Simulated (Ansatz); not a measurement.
Results of PBE+SOC (PAW; Ansatz, a first-principles code) for NiAs-type NiSb.

Numerical settings: plane-wave cutoff 520 eV, 18×18×12 k mesh (along the axes of the cell as run), Fermi–Dirac smearing 0.05 eV, PAW data made under PBE.

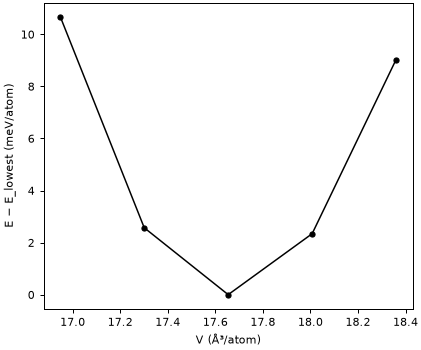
Figure. Total energy against volume

Task: From the curve, estimate the equilibrium volume and the bulk modulus.

Result: V0 ≈ 17.7 Å³/atom and B0 ≈ 110 GPa; the fit gives V0 = 17.655 Å³/atom, B0 = 111 GPa, B′ = 5.0.

Shape and atoms are relaxed at each volume.

Note: the bulk modulus comes from volumes at which shape and atoms were relaxed.

Computed values are for the static lattice.
